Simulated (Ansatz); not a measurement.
**SiGeC+ (doublet): from Hartree-Fock to the top rungs, cc-pVDZ**

How much of the correlation energy of SiGeC+ (doublet) does each wave-function method recover here?

Program: Ansatz 0.2.0, Gaussian basis. Level of theory: cc-pVDZ, core rule «outside noble gas», up to 20 orbitals frozen. These are calculated values, not measurements.

Plan: UHF; CCSD(T) on ROHF; CCSD(T) on UHF; BCCD(T) on ROHF; CISD; CCSDT(Q) on ROHF; CCSDT(Q) on UHF; CASSCF and MRCISD+Q, 9 electrons in 9 orbitals; CASSCF and NEVPT2, 9 electrons in 9 orbitals.

26 further runs of the same task are left out: 1 for a known fault of the program, 11 that didn't finish, 14 set aside as unsound or not needed.

### Step 1. The geometry

The geometry is a PBE0/def2-TZVP stationary point (not a proven minimum) of the parent state, kept for this charge and spin. No spin-orbit coupling is included. The filled d shell of Ge may be among the frozen orbitals whatever the setting's name suggests; the logs give the count.

3 atoms, charge 1, spin multiplicity 2.

Atoms are counted from 1 here; the program's logs count them from 0.

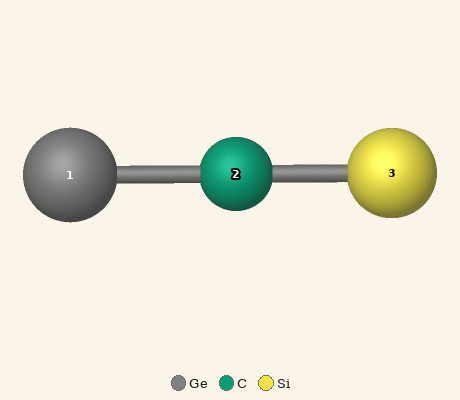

The structure; germanium grey, carbon teal, silicon yellow; atoms are numbered from 1 in the order of the file.

In the tables R marks a restricted open-shell determinant and U an unrestricted one; 'frontier' is the active space of 9 electrons in 9 orbitals; energies count from the table's Hartree-Fock row.

### Step 2. UHF

Contents of in.yaml:

```yaml
crystal:
  periodic: [false, false, false]
  atoms:
    - {symbol: Ge, position_ang: [0.000000, 0.000000, 1.829607]}
    - {symbol: C, position_ang: [0.000000, 0.000000, -0.038606]}
    - {symbol: Si, position_ang: [0.000000, 0.000000, -1.791001]}
basis:
  gaussian: {orbitals: cc-pVDZ}
total_charge: 1
magnetization: {spin_polarized: true, initial_magnetization: 1}
hamiltonian: {xc: hf}
output: {orbitals: {seedname: orbitals}}
```

Started as:

```
$ ansatz run in.yaml --threads 1 --pin off --events-out ev --progress --plain --max-ram 2393MiB
```

The log of the run:

```text
Functional definition: HF
  name "HF"
  cite "Fock, Z. Phys. 61, 126 (1930) doi:10.1007/BF01340294"
  parent pbe
  exchange = exact_x
  correlation = 0
647 factors; integrals over basis functions are off by at most 8.8e-4 eV
mean field evaluation 1: about -65344.5314 eV, gradient 4.0e1 eV
mean field evaluation 2: about -65344.5368 eV, gradient 4.0e1 eV
mean field evaluation 4: about -65353.7474 eV, gradient 3.5e0 eV
mean field evaluation 8: about -65353.8946 eV, gradient 2.9e-1 eV
mean field evaluation 16: about -65353.9161 eV, gradient 5.0e-2 eV
mean field evaluation 32: about -65355.5655 eV, gradient 1.1e-2 eV
mean field evaluation 64: about -65355.2204 eV, gradient 1.8e0 eV
mean field evaluation 96: about -65354.5938 eV, gradient 4.4e0 eV
mean field evaluation 128: about -65352.7138 eV, gradient 1.2e1 eV
mean field evaluation 160: about -65349.3627 eV, gradient 5.2e0 eV
mean field evaluation 192: about -65353.9167 eV, gradient 1.6e-2 eV
mean field -65355.56547466 eV, -2401.7727316003 hartree, gradient 1.5e-5 eV, S^2 0.766311; 4 other end points of the search recorded, 0 dependent functions left out
reference -65355.56547466 eV, -2401.7727316003 hartree; 26, 25 occupied and 33, 34 virtual orbitals, 647 factors
Total energy: -65355.56547466 eV, -2401.7727316003 hartree
```

Wall time 5.5 s (1 thread of Arm Neoverse V2, shared host).

From the report: ⟨S²⟩ of the determinant 0.766 (pure doublet: 0.75).

### Step 3. CCSD(T) on ROHF

in.yaml, as its differences from that of step 2:

```diff
@@ -9,4 +9,3 @@
 total_charge: 1
-magnetization: {spin_polarized: true, initial_magnetization: 1}
-hamiltonian: {xc: hf}
-output: {orbitals: {seedname: orbitals}}
+magnetization: {spin_polarized: false, initial_magnetization: 1}
+correlation: {method: ccsd_t, electrons: outside_noble_gas}
```

Launched as before.

The log of the run, shortened:

```text
Functional definition: HF
  name "HF"
  cite "Fock, Z. Phys. 61, 126 (1930) doi:10.1007/BF01340294"
  parent pbe
[...]
647 factors; integrals over basis functions are off by at most 8.8e-4 eV
[...]
mean field -65355.48890035 eV, -2401.7699175463 hartree, gradient 1.7e-6 eV, S^2 0.750000; 10 other end points of the search recorded, 0 dependent functions left out
[...]
determinant -65355.48890035 eV, -2401.7699175463 hartree, with singles and doubles -65362.56965121 eV, -2402.0301303412 hartree
determinant -65353.70256028 eV, -2401.7042707595 hartree, with singles and doubles -65361.78457053 eV, -2402.0012791580 hartree
determinant -65351.79525314 eV, -2401.6341785152 hartree, with singles and doubles -65358.80805788 eV, -2401.8918943359 hartree
20 core orbitals not correlated: weight in the atoms' cores, before any rotation towards them, 0.999 or more for the frozen orbitals, at most 0.001 for the correlated occupied ones
reference -65355.48890035 eV, -2401.7699175463 hartree; 6, 5 occupied and 33, 34 virtual orbitals, 647 factors
second order -6.07269638 eV of doubles, -0.04350075 eV of singles
cycle   1  -7.08065438 eV  change    9.6e-5 eV  update   7.6e-4
[...]
cycle   8  -7.08077511 eV  change    5.6e-6 eV  update   2.6e-6
perturbative correction -0.34462130 eV, -0.0126645992 hartree
Total energy: -65362.91429676 eV, -2402.0427958312 hartree
```

Run time: 16 s. Hardware: 1 thread of Arm Neoverse V2, shared host.

From the report: correlation -7.4254 eV; T1 0.023; largest double amplitude 0.07.

### Step 4. CCSD(T) on UHF

in.yaml, as its differences from that of step 3:

```diff
@@ -9,3 +9,3 @@
 total_charge: 1
-magnetization: {spin_polarized: false, initial_magnetization: 1}
+magnetization: {spin_polarized: true, initial_magnetization: 1}
 correlation: {method: ccsd_t, electrons: outside_noble_gas}
```

Same command.

The log of the run, shortened:

```text
Functional definition: HF
  name "HF"
  cite "Fock, Z. Phys. 61, 126 (1930) doi:10.1007/BF01340294"
  parent pbe
[...]
647 factors; integrals over basis functions are off by at most 8.8e-4 eV
[...]
mean field -65355.56547466 eV, -2401.7727316003 hartree, gradient 2.2e-6 eV, S^2 0.766311; 20 other end points of the search recorded, 0 dependent functions left out
determinant -65355.56547466 eV, -2401.7727316003 hartree, with singles and doubles -65362.57221192 eV, -2402.0302244455 hartree
determinant -65354.20903019 eV, -2401.7228831855 hartree, with singles and doubles -65361.60936011 eV, -2401.9948402939 hartree
determinant -65353.44420843 eV, -2401.6947765043 hartree, with singles and doubles -65359.76739320 eV, -2401.9271492587 hartree
determinant -65353.04406929 eV, -2401.6800716621 hartree, with singles and doubles -65359.59476523 eV, -2401.9208052976 hartree
[...]
determinant -65352.50153152 eV, -2401.6601337668 hartree, with singles and doubles -65359.26157574 eV, -2401.9085608096 hartree
determinant -65352.49058526 eV, -2401.6597314993 hartree, with singles and doubles -65359.34976145 eV, -2401.9118015750 hartree
determinant -65352.09429963 eV, -2401.6451682710 hartree, with singles and doubles -65358.81944480 eV, -2401.8923127974 hartree
20 core orbitals not correlated: weight in the atoms' cores, before any rotation towards them, 0.999 or more for the frozen orbitals, at most 0.001 for the correlated occupied ones
reference -65355.56547466 eV, -2401.7727316003 hartree; 6, 5 occupied and 33, 34 virtual orbitals, 647 factors
second order -6.02894719 eV of doubles, -0.00000000 eV of singles
cycle   1  -7.00666378 eV  change    7.3e-5 eV  update   1.1e-3
[...]
cycle   8  -7.00694154 eV  change    1.2e-5 eV  update   5.0e-6
perturbative correction -0.34120423 eV, -0.0125390243 hartree
Total energy: -65362.91362043 eV, -2402.0427709767 hartree
```

It took 44 s on 1 thread of Arm Neoverse V2, shared host.

From the report: ⟨S²⟩ of the determinant 0.766 (pure doublet: 0.75); correlation -7.3481 eV; T1 0.022; largest double amplitude 0.07.

### Step 5. BCCD(T) on ROHF

in.yaml, as its differences from that of step 4:

```diff
@@ -9,3 +9,3 @@
 total_charge: 1
-magnetization: {spin_polarized: true, initial_magnetization: 1}
-correlation: {method: ccsd_t, electrons: outside_noble_gas}
+magnetization: {spin_polarized: false, initial_magnetization: 1}
+correlation: {method: bccd_t, electrons: outside_noble_gas}
```

Launched as before.

The log of the run, shortened:

```text
Functional definition: HF
  name "HF"
  cite "Fock, Z. Phys. 61, 126 (1930) doi:10.1007/BF01340294"
  parent pbe
[...]
647 factors; integrals over basis functions are off by at most 8.8e-4 eV
[...]
mean field -65355.48890035 eV, -2401.7699175463 hartree, gradient 1.7e-6 eV, S^2 0.750000; 10 other end points of the search recorded, 0 dependent functions left out
[...]
determinant -65355.48890035 eV, -2401.7699175463 hartree, with singles and doubles -65362.56965121 eV, -2402.0301303412 hartree
determinant -65353.70256028 eV, -2401.7042707595 hartree, with singles and doubles -65361.78457053 eV, -2402.0012791580 hartree
determinant -65351.79525314 eV, -2401.6341785152 hartree, with singles and doubles -65358.80805788 eV, -2401.8918943359 hartree
20 core orbitals not correlated: weight in the atoms' cores, before any rotation towards them, 0.999 or more for the frozen orbitals, at most 0.001 for the correlated occupied ones
reference -65355.48890035 eV, -2401.7699175463 hartree; 6, 5 occupied and 33, 34 virtual orbitals, 647 factors
second order -6.07269638 eV of doubles, -0.04350075 eV of singles
cycle   1  -7.06269518 eV  change    1.8e-2 eV  update   8.5e-3
[...]
cycle  10  -7.06518276 eV  change    2.2e-6 eV  update   8.6e-6
perturbative correction -0.36408821 eV, -0.0133799950 hartree
Total energy: -65362.91817132 eV, -2402.0429382187 hartree
```

It took 16 s on 1 thread of Arm Neoverse V2, shared host.

From the report: correlation -7.4293 eV; largest double amplitude 0.07.

### Step 6. CISD

in.yaml, as its differences from that of step 5:

```diff
@@ -10,2 +10,2 @@
 magnetization: {spin_polarized: false, initial_magnetization: 1}
-correlation: {method: bccd_t, electrons: outside_noble_gas}
+correlation: {active_space: {ras: {orbitals: [5, 1, 33], electrons: 11, max_holes: 2, max_particles: 2}, fixed_orbitals: true}}
```

Same command.

The log of the run, shortened:

```text
Functional definition: HF
  name "HF"
  cite "Fock, Z. Phys. 61, 126 (1930) doi:10.1007/BF01340294"
  parent pbe
[...]
647 factors; integrals over basis functions are off by at most 8.8e-4 eV
[...]
mean field -65355.48890035 eV, -2401.7699175463 hartree, gradient 1.7e-6 eV, S^2 0.750000; 10 other end points of the search recorded, 0 dependent functions left out
reference -65355.48890035 eV, -2401.7699175463 hartree; 26, 25 occupied and 33, 34 virtual orbitals, 647 factors
state -65361.83352392 eV, -2402.0030781621 hartree
Total energy: -65361.83352392 eV, -2402.0030781621 hartree
```

It took 7.5 s on 1 thread of Arm Neoverse V2, shared host.

From the report: 19,820 determinants.

### Step 7. CCSDT(Q) on ROHF

in.yaml, as its differences from that of step 6:

```diff
@@ -10,2 +10,2 @@
 magnetization: {spin_polarized: false, initial_magnetization: 1}
-correlation: {active_space: {ras: {orbitals: [5, 1, 33], electrons: 11, max_holes: 2, max_particles: 2}, fixed_orbitals: true}}
+correlation: {method: ccsdt_q, electrons: outside_noble_gas}
```

Launched as before.

The log of the run, shortened:

```text
Functional definition: HF
  name "HF"
  cite "Fock, Z. Phys. 61, 126 (1930) doi:10.1007/BF01340294"
  parent pbe
[...]
1115 factors; integrals over basis functions are off by at most 2.0e-7 eV
[...]
mean field -65355.48900916 eV, -2401.7699215451 hartree, gradient 1.8e-6 eV, S^2 0.750000; 10 other end points of the search recorded, 0 dependent functions left out
[...]
determinant -65355.48900916 eV, -2401.7699215451 hartree, with singles and doubles -65362.56977848 eV, -2402.0301350180 hartree
determinant -65353.70267260 eV, -2401.7042748873 hartree, with singles and doubles -65361.78468762 eV, -2402.0012834610 hartree
determinant -65351.79536735 eV, -2401.6341827122 hartree, with singles and doubles -65358.80819712 eV, -2401.8918994528 hartree
20 core orbitals not correlated: weight in the atoms' cores, before any rotation towards them, 0.999 or more for the frozen orbitals, at most 0.001 for the correlated occupied ones
reference -65355.48900916 eV, -2401.7699215451 hartree; 6, 5 occupied and 33, 34 virtual orbitals, 1115 factors
second order -6.07272195 eV of doubles, -0.04350069 eV of singles
cycle   1  -6.67278262 eV  change   -5.6e-1 eV  update   1.1e-1
[...]
cycle  22  -7.47185876 eV  change   -3.7e-7 eV  update   4.8e-7
perturbative correction -0.03276858 eV, -0.0012042231 hartree
Total energy: -65362.99363650 eV, -2402.0457115132 hartree
```

It took 47 s on 1 thread of Arm Neoverse V2, shared host; peak memory 0.52 GiB.

From the report: correlation -7.5046 eV; T1 0.025; largest double amplitude 0.09.

### Step 8. CCSDT(Q) on UHF

in.yaml, as its differences from that of step 7:

```diff
@@ -9,3 +9,3 @@
 total_charge: 1
-magnetization: {spin_polarized: false, initial_magnetization: 1}
+magnetization: {spin_polarized: true, initial_magnetization: 1}
 correlation: {method: ccsdt_q, electrons: outside_noble_gas}
```

Launched as before.

The log of the run, shortened:

```text
Functional definition: HF
  name "HF"
  cite "Fock, Z. Phys. 61, 126 (1930) doi:10.1007/BF01340294"
  parent pbe
[...]
1115 factors; integrals over basis functions are off by at most 2.0e-7 eV
[...]
mean field -65355.56558335 eV, -2401.7727355947 hartree, gradient 2.4e-6 eV, S^2 0.766311; 21 other end points of the search recorded, 0 dependent functions left out
determinant -65355.56558335 eV, -2401.7727355947 hartree, with singles and doubles -65362.57233935 eV, -2402.0302291284 hartree
determinant -65354.20915497 eV, -2401.7228877711 hartree, with singles and doubles -65361.60947407 eV, -2401.9948444818 hartree
determinant -65353.44432624 eV, -2401.6947808338 hartree, with singles and doubles -65359.76753004 eV, -2401.9271542872 hartree
determinant -65353.04418751 eV, -2401.6800760066 hartree, with singles and doubles -65359.59489161 eV, -2401.9208099421 hartree
[...]
determinant -65352.50164694 eV, -2401.6601380085 hartree, with singles and doubles -65359.26171176 eV, -2401.9085658085 hartree
determinant -65352.49070140 eV, -2401.6597357671 hartree, with singles and doubles -65359.34989351 eV, -2401.9118064279 hartree
determinant -65352.09441576 eV, -2401.6451725386 hartree, with singles and doubles -65358.81970885 eV, -2401.8923225009 hartree
20 core orbitals not correlated: weight in the atoms' cores, before any rotation towards them, 0.999 or more for the frozen orbitals, at most 0.001 for the correlated occupied ones
reference -65355.56558335 eV, -2401.7727355947 hartree; 6, 5 occupied and 33, 34 virtual orbitals, 1115 factors
second order -6.02897311 eV of doubles, -0.00000000 eV of singles
cycle   1  -6.59227995 eV  change   -5.6e-1 eV  update   1.1e-1
[...]
cycle  22  -7.39589569 eV  change   -6.2e-7 eV  update   6.0e-7
perturbative correction -0.03503138 eV, -0.0012873794 hartree
Total energy: -65362.99651042 eV, -2402.0458171277 hartree
```

Wall time 86 s (1 thread of Arm Neoverse V2, shared host); peak memory 0.43 GiB.

From the report: ⟨S²⟩ of the determinant 0.766 (pure doublet: 0.75); correlation -7.4309 eV; T1 0.024; largest double amplitude 0.09.

### Step 9. CASSCF and MRCISD+Q, 9 electrons in 9 orbitals

in.yaml, as its differences from that of step 8:

```diff
@@ -9,3 +9,3 @@
 total_charge: 1
-magnetization: {spin_polarized: true, initial_magnetization: 1}
-correlation: {method: ccsdt_q, electrons: outside_noble_gas}
+magnetization: {spin_polarized: false, initial_magnetization: 1}
+correlation: {method: fic_mrcisd_q, electrons: outside_noble_gas, active_space: {window: {electrons: 9, orbitals: 9}}}
```

The command is unchanged.

The log of the run, shortened:

```text
Functional definition: HF
  name "HF"
  cite "Fock, Z. Phys. 61, 126 (1930) doi:10.1007/BF01340294"
  parent pbe
[...]
647 factors; integrals over basis functions are off by at most 8.8e-4 eV
[...]
mean field -65355.48890035 eV, -2401.7699175463 hartree, gradient 1.7e-6 eV, S^2 0.750000; 10 other end points of the search recorded, 0 dependent functions left out
reference -65355.48890035 eV, -2401.7699175463 hartree; 26, 25 occupied and 33, 34 virtual orbitals, 647 factors
state -65357.88958458 eV, -2401.8581410646 hartree
contracted CI cycle   1: correlation 0.00000000 eV, 0.0000000000 hartree, residual 1.53e1 eV
contracted CI cycle   2: correlation -4.21898477 eV, -0.1550448304 hartree, residual 3.61e0 eV
contracted CI cycle   3: correlation -4.47704015 eV, -0.1645281908 hartree, residual 1.09e0 eV
[...]
contracted CI cycle   2: correlation -4.72377199 eV, -0.1735954187 hartree, residual 3.61e0 eV
contracted CI cycle   3: correlation -4.96951371 eV, -0.1826262605 hartree, residual 9.88e-1 eV
contracted CI cycle   4: correlation -4.98903142 eV, -0.1833435229 hartree, residual 2.81e-1 eV
contracted CI cycle   5: correlation -4.99065940 eV, -0.1834033500 hartree, residual 8.00e-2 eV
contracted CI cycle   6: correlation -4.99078561 eV, -0.1834079884 hartree, residual 2.36e-2 eV
contracted CI cycle   7: correlation -4.99079583 eV, -0.1834083637 hartree, residual 7.76e-3 eV
contracted CI cycle   8: correlation -4.99079693 eV, -0.1834084044 hartree, residual 2.65e-3 eV
contracted CI cycle   9: correlation -4.99079707 eV, -0.1834084096 hartree, residual 9.86e-4 eV
state -65357.36688582 eV, -2401.8389322394 hartree; corrected -65362.87425566 eV, -2402.0413243480 hartree
state -65357.88958458 eV, -2401.8581410646 hartree; corrected -65362.90890248 eV, -2402.0425975952 hartree
[...]
Total energy: -65362.90890248 eV, -2402.0425975952 hartree
```

It took 58 s on 1 thread of Arm Neoverse V2, shared host; peak memory 0.42 GiB.

From the report: 7,920 determinants; active occupations 1.98, 1.97, 1.96, 1.95, 1.00, 0.05, 0.04, 0.02, 0.02.

### Step 10. CASSCF and NEVPT2, 9 electrons in 9 orbitals

in.yaml, as its differences from that of step 9:

```diff
@@ -10,2 +10,2 @@
 magnetization: {spin_polarized: false, initial_magnetization: 1}
-correlation: {method: fic_mrcisd_q, electrons: outside_noble_gas, active_space: {window: {electrons: 9, orbitals: 9}}}
+correlation: {method: sc_nevpt2, electrons: outside_noble_gas, active_space: {window: {electrons: 9, orbitals: 9}}}
```

The command is unchanged.

The log of the run, shortened:

```text
Functional definition: HF
  name "HF"
  cite "Fock, Z. Phys. 61, 126 (1930) doi:10.1007/BF01340294"
  parent pbe
[...]
647 factors; integrals over basis functions are off by at most 8.8e-4 eV
[...]
mean field -65355.48890035 eV, -2401.7699175463 hartree, gradient 1.7e-6 eV, S^2 0.750000; 10 other end points of the search recorded, 0 dependent functions left out
reference -65355.48890035 eV, -2401.7699175463 hartree; 26, 25 occupied and 33, 34 virtual orbitals, 647 factors
state -65357.88958458 eV, -2401.8581410646 hartree
state -65357.88958458 eV, -2401.8581410646 hartree; corrected -65361.51562528 eV, -2401.9913956026 hartree
state -65357.57558941 eV, -2401.8466019551 hartree
state -65357.57558941 eV, -2401.8466019551 hartree; corrected -65361.67099707 eV, -2401.9971054105 hartree
state -65357.57558941 eV, -2401.8466019551 hartree; corrected -65361.67099707 eV, -2401.9971054105 hartree
state -65357.36688582 eV, -2401.8389322394 hartree
state -65357.36688582 eV, -2401.8389322394 hartree; corrected -65361.93306373 eV, -2402.0067361826 hartree
state -65357.36688582 eV, -2401.8389322394 hartree; corrected -65361.93306373 eV, -2402.0067361826 hartree
the orbitals are reached from a further start. From the first start the search ends at -65357.88952664 eV, -2401.8581389354 hartree
WARN: the results are in doubt because another end's mean lies 0.523 eV lower, and its corrected mean 0.417 eV higher
Total energy: -65361.93306373 eV, -2402.0067361826 hartree
In doubt: another end's mean lies 0.523 eV lower, and its corrected mean 0.417 eV higher
```

It took 52 s on 1 thread of Arm Neoverse V2, shared host.

From the report: 3,960 determinants; active occupations 2.00, 1.95, 1.94, 1.91, 1.00, 0.06, 0.06, 0.05, 0.04. The program marks this result as in doubt; its last lines say why.

### Step 11. The ladder

The yardstick is UCCSDT(Q), where the cluster series has nearly closed. Rows without a time come out of other runs: HF, MP2 and CCSD of CCSD(T), CCSDT of CCSDT(Q), CASSCF and MRCISD of the multireference runs.

Differences are taken before rounding.

```csv
method,energy from the lowest RHF (kcal/mol),from UCCSDT(Q) (kcal/mol),time
RHF,0.00,+173.13,
UHF,-1.77,+171.36,
RMP2,-141.04,+32.09,
UMP2,-140.80,+32.33,
CISD,-146.31,+26.82,7.5 s
RCCSD,-163.29,+9.84,
UCCSD,-163.35,+9.78,
RCCSD(T),-171.23,+1.90,16 s
UCCSD(T),-171.22,+1.91,44 s
BCCD(T),-171.32,+1.81,16 s
RCCSDT,-172.31,+0.82,
UCCSDT,-172.32,+0.81,
RCCSDT(Q),-173.06,+0.07,47 s
UCCSDT(Q),-173.13,0,86 s
CASSCF frontier,-55.36,+117.77,
MRCISD frontier,-159.26,+13.86,
MRCISD+Q frontier,-171.11,+2.02,58 s
```

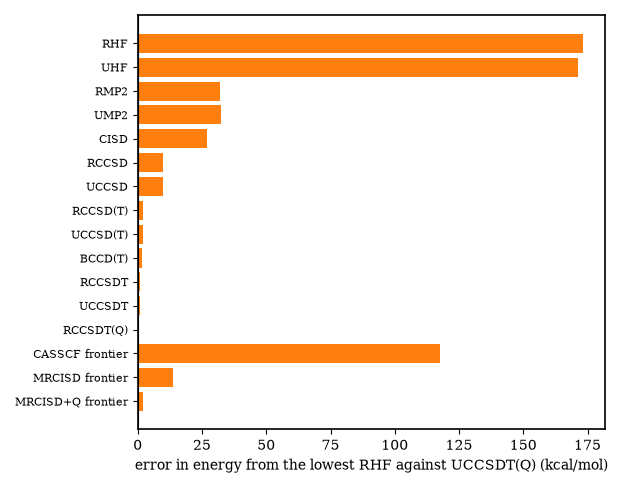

How far each level lands from UCCSDT(Q).

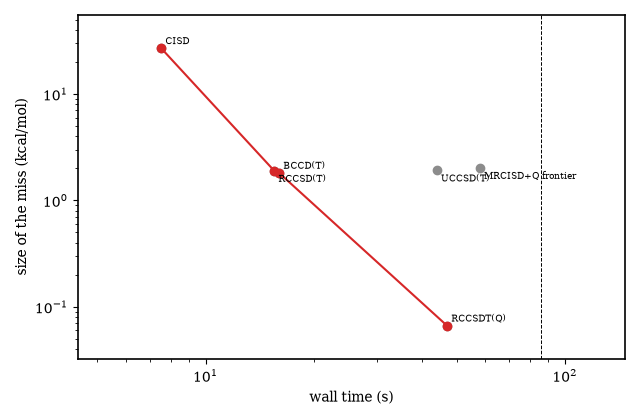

Accuracy for the time spent; red marks the levels that beat every quicker one drawn (of those quicker than the yardstick), and the dashed line is the time of UCCSDT(Q). Times are from a shared host.

Not comparable, so not listed: CASSCF and NEVPT2, 9 electrons in 9 orbitals (they don't share determinant, frozen orbitals or solution with the rows shown, or repeat one).

### Step 12. Results

```
                         quantity                      value
   UCCSDT(Q) below the RHF energy                 -7.5076 eV
              RMP2 from UCCSDT(Q)            +32.09 kcal/mol
              UMP2 from UCCSDT(Q)            +32.33 kcal/mol
             RCCSD from UCCSDT(Q)             +9.84 kcal/mol
          RCCSD(T) from UCCSDT(Q)             +1.90 kcal/mol
          UCCSD(T) from UCCSDT(Q)             +1.91 kcal/mol
         RCCSDT(Q) from UCCSDT(Q)             +0.07 kcal/mol
 MRCISD+Q frontier from UCCSDT(Q)             +2.02 kcal/mol
levels within 1 kcal/mol (43 meV)  RCCSDT, UCCSDT, RCCSDT(Q)
                    T1 diagnostic                      0.023
```

**Reading.** RCCSD(T) lands +1.90 kcal/mol from the yardstick (1.1 % of the correlation energy). These misses are within one basis, not against nature; the frozen cores of restricted and unrestricted runs differ, which can shift their rows.

RCCSDT(Q) reaches 0.07 kcal/mol from the reference in 47 s, where UCCSDT(Q) took 86 s; the quickest level in the cost chart, CISD, takes 7.5 s and misses by 26.82 kcal/mol.
